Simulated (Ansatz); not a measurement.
# BHLYP/6-31G(d) (spherical functions) run of [SiF5]− (SMILES F[Si-](F)(F)(F)F)

What is the vertical singlet–triplet gap of [SiF5]− at BHLYP/6-31G* (spherical functions)? 

The results are computed with Ansatz 0.2.0.

16 further runs of the same task are left out: 14 that didn't finish, 2 set aside as unsound or not needed. Runs told in other sessions of the task aren't counted.

### 1 The molecule

[SiF5]−: 6 atoms, total charge -1, spin state singlet. SMILES: `F[Si-](F)(F)(F)F`. The coordinates come from a PBE0-D4/def2-TZVPD relaxation.

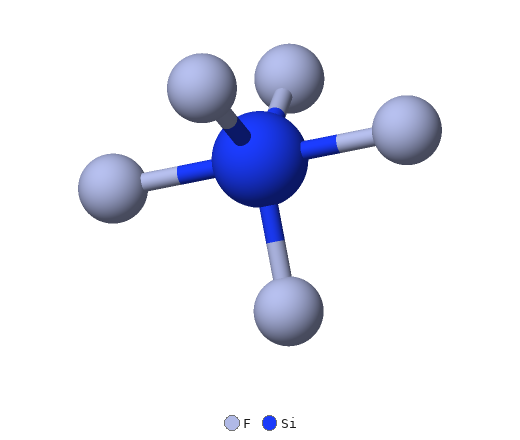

The structure, seen from a chosen angle (fluorine light blue, silicon blue).

### 2 A single-point energy at BHLYP/6-31G(d) (spherical functions)

Input file job.yaml:

```yaml
crystal:
  periodic: [false, false, false]
  atoms:
    - {symbol: F, position_ang: [-0.716900, -1.106000, 1.023500]}
    - {symbol: Si, position_ang: [-0.000000, -0.000000, -0.000000]}
    - {symbol: F, position_ang: [-1.466700, 0.583500, -0.396400]}
    - {symbol: F, position_ang: [0.651500, -1.218400, -0.860200]}
    - {symbol: F, position_ang: [0.716500, 1.105800, -1.024000]}
    - {symbol: F, position_ang: [0.815500, 0.635100, 1.257000]}
basis:
  gaussian: {orbitals: 6-31G_st_-spherical.json}
total_charge: -1
hamiltonian: {xc: {name: BHLYP}}
accuracy: high
output: {orbitals: {seedname: orbitals}}
```

The basis set 6-31G* is read from a file made from the Basis Set Exchange's data (not shown).

Started as:

```sh
$ ansatz run job.yaml --threads 1 --pin off --max-ram 3480MiB --events-out events.jsonl --progress --plain --runs-dir runs
```

What it wrote:

```text
Warning: RAYON_NUM_THREADS=1 ignored (pool sized by the plan → 1); use --threads N
Functional definition: BHLYP
  name "BHLYP"
  parameter a = 0.5
  exchange = (1 - a)*b88_x + a*exact_x
  correlation = lyp_c
1915 factors; integrals over basis functions are off by at most 3.6e-9 eV
mean field evaluation 1: about -21463.8623 eV, gradient 3.4e1 eV
mean field evaluation 2: about -21464.2647 eV, gradient 3.2e1 eV
mean field evaluation 4: about -21465.6692 eV, gradient 3.0e-1 eV
mean field evaluation 8: about -21466.0935 eV, gradient 1.2e-1 eV
mean field evaluation 16: about -21466.0936 eV, gradient 1.9e-6 eV
mean field -21466.09355941 eV, -788.8643880673 hartree, gradient 7.8e-8 eV, S^2 0.000000; 0 other end points of the search recorded, 0 dependent functions left out
reference -21466.09358374 eV, -788.8643889616 hartree; 30, 30 occupied and 58, 58 virtual orbitals, 1915 factors
Total energy: -21466.09358374 eV, -788.8643889616 hartree
```

Wall time 8.7 s (1 thread of Arm Neoverse V1, shared host); peak memory 0.31 GiB.

### 3 The triplet at the same level

Input file molecule.yaml:

```yaml
crystal:
  periodic: [false, false, false]
  atoms:
    - {symbol: F, position_ang: [-0.716900, -1.106000, 1.023500]}
    - {symbol: Si, position_ang: [-0.000000, -0.000000, -0.000000]}
    - {symbol: F, position_ang: [-1.466700, 0.583500, -0.396400]}
    - {symbol: F, position_ang: [0.651500, -1.218400, -0.860200]}
    - {symbol: F, position_ang: [0.716500, 1.105800, -1.024000]}
    - {symbol: F, position_ang: [0.815500, 0.635100, 1.257000]}
basis:
  gaussian: {orbitals: 6-31G_st_-spherical.json}
total_charge: -1
magnetization: {spin_polarized: true, initial_magnetization: 2}
hamiltonian: {xc: {name: BHLYP}}
accuracy: high
output: {orbitals: {seedname: orbitals}}
```

The basis set 6-31G* is read from a file made from the Basis Set Exchange's data (not shown).

Started as:

```sh
$ ansatz run molecule.yaml --threads 1 --pin off --max-ram 3480MiB --events-out events.jsonl --progress --plain --runs-dir runs
```

What it wrote:

```text
Warning: RAYON_NUM_THREADS=1 ignored (pool sized by the plan → 1); use --threads N
[... 5 set-up lines as earlier in the session ...]
1915 factors; integrals over basis functions are off by at most 3.6e-9 eV
mean field evaluation 1: about -21453.5864 eV, gradient 1.6e1 eV
mean field evaluation 2: about -21453.6468 eV, gradient 1.7e1 eV
mean field evaluation 4: about -21454.5914 eV, gradient 1.4e0 eV
mean field evaluation 8: about -21454.7307 eV, gradient 6.3e-1 eV
mean field evaluation 16: about -21454.7984 eV, gradient 2.7e-2 eV
mean field evaluation 32: about -21454.7852 eV, gradient 8.9e-2 eV
mean field -21454.79849508 eV, -788.4493021096 hartree, gradient 3.7e-8 eV, S^2 2.010310; 6 other end points of the search recorded, 0 dependent functions left out
reference -21454.79852002 eV, -788.4493030260 hartree; 31, 29 occupied and 57, 59 virtual orbitals, 1915 factors
Total energy: -21454.79852002 eV, -788.4493030260 hartree
```

It took 46 s on 1 thread of Arm Neoverse V1, shared host; peak memory 0.5 GiB.

### 4 Summary of results

Level: BHLYP/6-31G* (spherical functions).

| quantity | value |
| --- | --- |
| singlet: total energy | -788.86439 Eh |
| singlet: HOMO energy | -6.34 eV |
| singlet: LUMO energy | 8.78 eV |
| singlet: HOMO–LUMO gap (to an unbound level, set by the basis) | 15.12 eV |
| triplet: total energy | -788.44930 Eh |
| triplet: HOMO energy (highest over α and β) | 4.75 eV |
| triplet: ⟨S²⟩ | 2.010 |
| vertical energy of the triplet above the singlet | 11.295 eV |

What this shows: At this shape the triplet lies 11.30 eV (1090 kJ/mol) above the singlet. For an anion a state so high probably lies above electron detachment. The HOMO (triplet) lies at positive energy, 4.75 eV, from the functional's self-interaction, a short basis or an electron that isn't bound; only total energies against the neutral tell.
